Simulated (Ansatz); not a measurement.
## Electronic structure of C2H4FGa (SMILES C=[CH][GaH][F]) in real space

```tsv
atom	x (Å)	y (Å)	z (Å)
C	-1.0204	1.0863	0.6815
C	-1.8654	0.2367	1.2877
F	0.2157	-1.3716	-0.6739
Ga	0.3241	0.3916	-0.5432
H	-1.1073	2.1595	0.8910
H	-2.6398	0.5790	1.9859
H	-1.8172	-0.8434	1.1097
H	1.4492	1.0331	-1.4139
```

Geometry: B3LYP-D3(BJ)/def2-SVP.

The calculation used isolated molecule in a Gaussian basis; Kohn-Sham density functional theory, functional PBE0 (Ansatz).

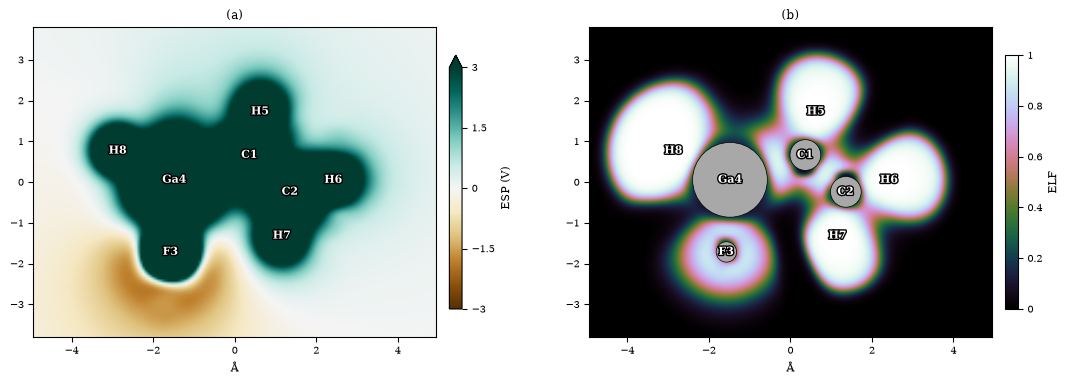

Figure 1. (a) molecular electrostatic potential; (b) ELF on the molecular plane. Grey discs cover the atomic cores in the ELF map.

Q: What does the map show?

A:
- The section cuts through C, F, Ga and H sites.
- C–C (1.34 Å): the ELF peaks at about 0.90 between the atoms: a short, multiple covalent bond.
- Ga–F (1.77 Å): the ELF peaks at about 0.85 in the valence shell of F, 0.6 Å from its nucleus, and is about 0.15 at the midpoint.
- C–Ga (1.95 Å): the ELF peaks at about 0.90 in the valence shell of C, 0.7 Å from its nucleus, and is about 0.55 at the midpoint.
- C–H (1.10 Å): the ELF climbs to about 1 towards the hydrogen, as it does in any bond to H; a covalent bond by its length.
- Ga–H (1.56 Å): the ELF climbs to about 1 towards the hydrogen.
- The ELF also peaks beside F3, away from the bonds: lone-pair regions.
- Outside the dense part of the molecule the potential is most negative (−1.9 V) near F3.

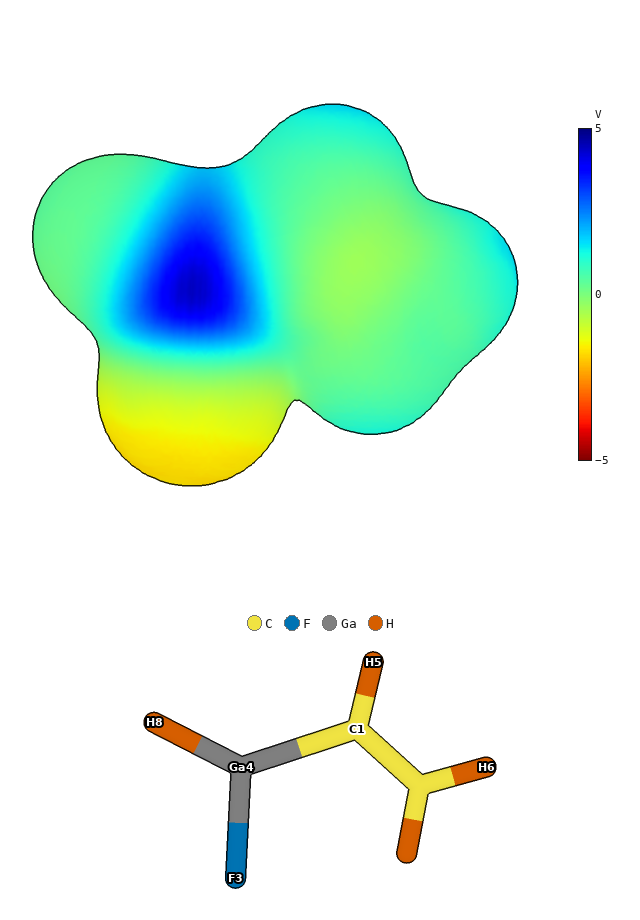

Figure 2. The electrostatic potential painted on the density surface at 0.004 e/bohr³, seen across its widest extent; the colour scale runs from red (negative) to blue (positive). The bare structure is drawn below in the same view.

Q: Describe the electrostatic potential map.

A: The most negative region (about −1.8 V) lies over F3, the most positive (about +4.3 V) over Ga4.

Q: What dipole moment does the calculation give?

A: Its dipole moment is 2.57 D.

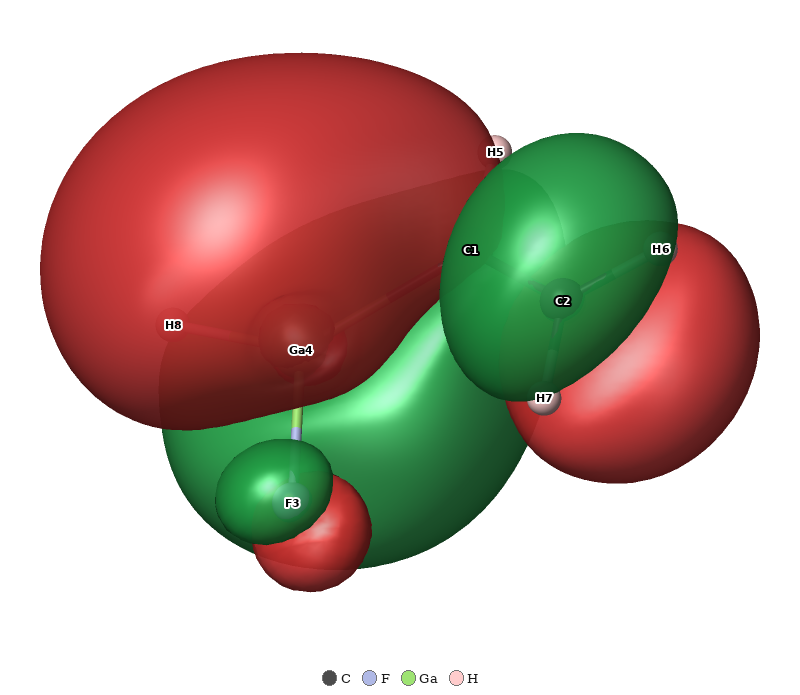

Figure 3. One frontier orbital at ±0.05 Å⁻³ᐟ² (green and red are the two phases), seen at a tilt.

Q: Which orbital is it: HOMO or LUMO?

A: The LUMO, at −1.74 eV. It lies mainly on Ga4 (about 55 %), C2 (about 20 %) and C1 (about 15 %); it changes sign across the molecular plane (π type); π-antibonding (a node) across C1–C2.

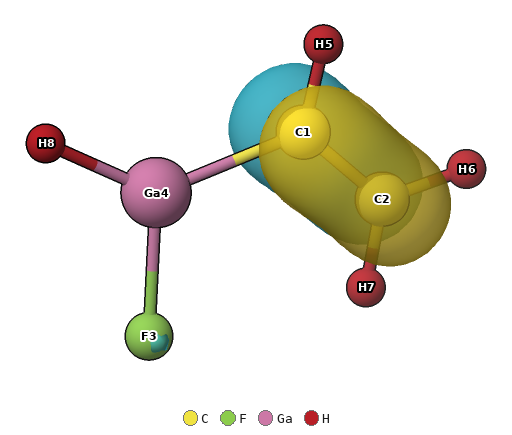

Figure 4. The HOMO at ±0.2 Å⁻³ᐟ² (yellow and cyan are the two phases), seen at a tilt.

Q: Describe this orbital and give its energy.

A: It lies mainly on C1 (about 45 %), C2 (about 40 %) and Ga4 (about 5 %); it changes sign across the molecular plane (π type); π-bonding across C1–C2. Its energy is −8.36 eV.
